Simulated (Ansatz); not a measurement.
**CH5Si (SMILES C[SiH2]): levels of theory compared**

Wanted: a comparison of 6 runs (U-revPBE/STO-3G, UB3LYP/STO-3G, UBLYP/STO-3G, UCAM-B3LYP/STO-3G, UCCSDTQ/STO-3G, UCCSD/STO-3G) of CH5Si. 

The calculation is run with Ansatz 0.2.0.

52 further runs of the same task are left out: 52 set aside as unsound or not needed.

## (1) The structure to begin with

CH5Si has 7 atoms, charge 0, and is taken as a doublet. SMILES: `C[SiH2]`. The Si2–C1 distance was set to 4.687 Å, away from the relaxed value. At this shape a bond of the SMILES string is far longer than usual.

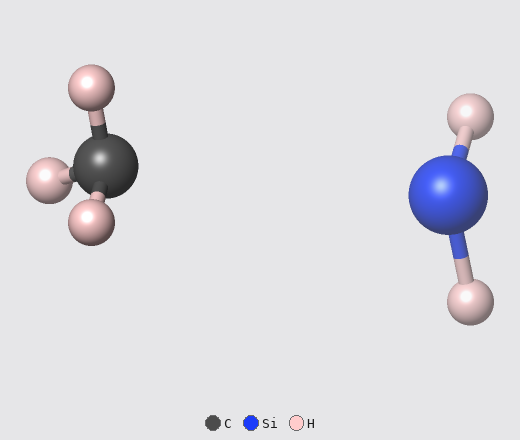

Viewed from a chosen angle; carbon dark grey, silicon blue, hydrogen pink.

## (2) A single-point energy at U-revPBE/STO-3G (run 1)

Input file input.yaml:

```yaml
basis:
  gaussian:
    orbitals: STO-3G
crystal:
  periodic: [false, false, false]
  atoms:
    - {symbol: C, position_ang: [-0.570792, -3.560152, -0.232994]}
    - {symbol: Si, position_ang: [0.176200, 1.034800, 0.314000]}
    - {symbol: H, position_ang: [-0.652992, -3.811852, -1.294794]}
    - {symbol: H, position_ang: [0.251008, -4.140252, 0.191306]}
    - {symbol: H, position_ang: [-1.495292, -3.864652, 0.261306]}
    - {symbol: H, position_ang: [-0.951500, 1.846400, -0.225700]}
    - {symbol: H, position_ang: [1.450600, 1.468000, -0.326000]}
magnetization:
  spin_polarized: true
  initial_magnetization: 1
hamiltonian:
  xc: {name: revPBE}
accuracy: high
```

Started as:

```bash
$ ansatz run input.yaml --threads 1 --pin off --max-ram 2610MiB --events-out events.jsonl --progress --plain --runs-dir runs
```

Standard output:

```text
Warning: RAYON_NUM_THREADS=1 ignored (pool sized by the plan → 1); use --threads N
Functional definition: revPBE
  name "revPBE"
  parameter kappa = 1.245
  parameter beta = 0.06672455060314922
  exchange = pbe_x(kappa = kappa, mu = beta*pi^2/3)
  correlation = pbe_c(beta = beta)
283 factors; integrals over basis functions are off by at most 8.5e-9 eV
mean field evaluation 1: about -8872.6816 eV, gradient 1.9e1 eV
mean field evaluation 2: about -8820.2380 eV, gradient 4.8e1 eV
mean field evaluation 4: about -8873.8599 eV, gradient 1.5e1 eV
mean field evaluation 8: about -8881.1359 eV, gradient 1.2e1 eV
mean field evaluation 16: about -8883.5959 eV, gradient 2.1e-2 eV
mean field evaluation 32: about -8883.5969 eV, gradient 6.9e-5 eV
mean field -8883.59688685 eV, -326.4661640735 hartree, gradient 1.8e-8 eV, S^2 0.913525; 8 other end points of the search recorded, 0 dependent functions left out
reference -8883.59689014 eV, -326.4661641942 hartree; 13, 12 occupied and 6, 7 virtual orbitals, 283 factors
Total energy: -8883.59689014 eV, -326.4661641942 hartree
```

Wall time 4.5 s (1 thread of Arm Neoverse V1, shared host); peak memory 0.13 GiB.

## (3) The energy at UB3LYP/STO-3G (run 2)

Input file job.yaml:

```yaml
crystal:
  periodic: [false, false, false]
  atoms:
    - {symbol: C, position_ang: [-0.570792, -3.560152, -0.232994]}
    - {symbol: Si, position_ang: [0.176200, 1.034800, 0.314000]}
    - {symbol: H, position_ang: [-0.652992, -3.811852, -1.294794]}
    - {symbol: H, position_ang: [0.251008, -4.140252, 0.191306]}
    - {symbol: H, position_ang: [-1.495292, -3.864652, 0.261306]}
    - {symbol: H, position_ang: [-0.951500, 1.846400, -0.225700]}
    - {symbol: H, position_ang: [1.450600, 1.468000, -0.326000]}
basis:
  gaussian:
    orbitals: STO-3G
magnetization:
  spin_polarized: true
  initial_magnetization: 1
hamiltonian:
  xc: {name: B3LYP}
accuracy: high
```

Started as:

```bash
$ ansatz run job.yaml --threads 1 --pin off --max-ram 2610MiB --events-out events.jsonl --progress --plain --runs-dir runs
```

Standard output:

```text
Warning: RAYON_NUM_THREADS=1 ignored (pool sized by the plan → 1); use --threads N
Functional definition: B3LYP
  name "B3LYP"
  parameter a0 = 0.2
  parameter ax = 0.72
  parameter ac = 0.81
  exchange = (1 - a0 - ax)*slater_x + ax*b88_x + a0*exact_x
  correlation = (1 - ac)*vwn_rpa_c + ac*lyp_c
283 factors; integrals over basis functions are off by at most 8.5e-9 eV
mean field evaluation 1: about -8875.2372 eV, gradient 1.8e1 eV
mean field evaluation 2: about -8825.0462 eV, gradient 4.4e1 eV
mean field evaluation 4: about -8885.8318 eV, gradient 2.4e0 eV
mean field evaluation 8: about -8885.8793 eV, gradient 9.9e-2 eV
mean field evaluation 16: about -8885.8379 eV, gradient 1.8e-5 eV
mean field evaluation 32: about -8885.8404 eV, gradient 5.8e-2 eV
mean field -8885.84114321 eV, -326.5486389735 hartree, gradient 7.0e-8 eV, S^2 0.831424; 4 other end points of the search recorded, 0 dependent functions left out
reference -8885.84118047 eV, -326.5486403426 hartree; 13, 12 occupied and 6, 7 virtual orbitals, 283 factors
Total energy: -8885.84118047 eV, -326.5486403426 hartree
```

Run time: 6 s. Hardware: 1 thread of Arm Neoverse V1, shared host; peak memory 0.14 GiB.

Runs 3 to 4 aren't shown in full; the table further down has their settings and results.

## (4) A single-point energy at UCCSDTQ/STO-3G (run 5)

Input file molecule.yaml:

```yaml
basis:
  gaussian:
    orbitals: STO-3G
crystal:
  periodic: [false, false, false]
  atoms:
    - {symbol: C, position_ang: [-0.570792, -3.560152, -0.232994]}
    - {symbol: Si, position_ang: [0.176200, 1.034800, 0.314000]}
    - {symbol: H, position_ang: [-0.652992, -3.811852, -1.294794]}
    - {symbol: H, position_ang: [0.251008, -4.140252, 0.191306]}
    - {symbol: H, position_ang: [-1.495292, -3.864652, 0.261306]}
    - {symbol: H, position_ang: [-0.951500, 1.846400, -0.225700]}
    - {symbol: H, position_ang: [1.450600, 1.468000, -0.326000]}
magnetization:
  spin_polarized: true
  initial_magnetization: 1
correlation:
  method: ccsdtq
  frozen_orbitals: {C: 1, H: 0, Si: 5}
accuracy: high
scf:
  omitted_lower_state_checks: [cluster_reference, increment]
```

Started as:

```bash
$ ansatz run molecule.yaml --threads 1 --pin off --max-ram 2610MiB --events-out events.jsonl --progress --plain --runs-dir runs
```

Standard output:

```text
Warning: RAYON_NUM_THREADS=1 ignored (pool sized by the plan → 1); use --threads N
[... 13 lines left out ...]
6 core orbitals not correlated: weight in the atoms' cores, before any rotation towards them, 1.000 or more for the frozen orbitals, at most 0.000 for the correlated occupied ones
[... 85 lines left out ...]
Total energy: -8866.33776185 eV, -325.8319029283 hartree
Checks for a lower state left out: cluster_reference, increment
```

Run time: 76 s. Hardware: 1 thread of Arm Neoverse V1, shared host; peak memory 0.28 GiB.

## (5) A single-point energy at UCCSD/STO-3G (run 6)

Input file run.yaml:

```yaml
crystal:
  periodic: [false, false, false]
  atoms:
    - {symbol: C, position_ang: [-0.570792, -3.560152, -0.232994]}
    - {symbol: Si, position_ang: [0.176200, 1.034800, 0.314000]}
    - {symbol: H, position_ang: [-0.652992, -3.811852, -1.294794]}
    - {symbol: H, position_ang: [0.251008, -4.140252, 0.191306]}
    - {symbol: H, position_ang: [-1.495292, -3.864652, 0.261306]}
    - {symbol: H, position_ang: [-0.951500, 1.846400, -0.225700]}
    - {symbol: H, position_ang: [1.450600, 1.468000, -0.326000]}
basis:
  gaussian: {orbitals: STO-3G}
scf: {omitted_lower_state_checks: [cluster_reference, increment]}
magnetization: {spin_polarized: true, initial_magnetization: 1}
correlation: {method: ccsd, frozen_orbitals: {C: 1, H: 0, Si: 5}}
accuracy: high
```

Started as:

```bash
$ ansatz run run.yaml --threads 1 --pin off --max-ram 2610MiB --events-out events.jsonl --progress --plain --runs-dir runs
```

Standard output:

```text
Warning: RAYON_NUM_THREADS=1 ignored (pool sized by the plan → 1); use --threads N
[... 13 lines left out ...]
6 core orbitals not correlated: weight in the atoms' cores, before any rotation towards them, 1.000 or more for the frozen orbitals, at most 0.000 for the correlated occupied ones
[... 41 lines left out ...]
Total energy: -8866.32389853 eV, -325.8313934609 hartree
Checks for a lower state left out: cluster_reference, increment
```

Wall time 0.37 s (1 thread of Arm Neoverse V1, shared host).

## (6) The series

```tsv
run	level	frozen core orbitals	energy (Eh)	⟨S²⟩	wall time
1	U-revPBE/STO-3G	–	-326.466164	0.914	4.5 s
2	UB3LYP/STO-3G	–	-326.548640	0.831	6 s
3	UBLYP/STO-3G	–	-326.466798	0.802	4.8 s
4	UCAM-B3LYP/STO-3G	–	-326.484968	0.884	5.4 s
5	UCCSDTQ/STO-3G	6	-325.831903	1.139	76 s
6	UCCSD/STO-3G	6	-325.831393	1.139	0.37 s
```

## (7) Results

| quantity | value |
| --- | --- |
| run 6: total energy | -325.83139 Eh |
| run 6: correlation energy (6 core orbitals frozen) | -107.6 mEh |
| run 6: ⟨S²⟩ of the reference determinant | 1.139 |
| run 6: T1 diagnostic | 0.079 |

What this shows: Totals of different functionals can't be ranked against each other. In runs 1, 2, 3, 4, 5, 6 the basis is minimal, so the values are rough. Spin contamination of the reference: run 5 ⟨S²⟩ = 1.14, run 6 ⟨S²⟩ = 1.14, run 1 ⟨S²⟩ = 0.91, run 4 ⟨S²⟩ = 0.88. All runs together took 97 s, the longest 76 s.
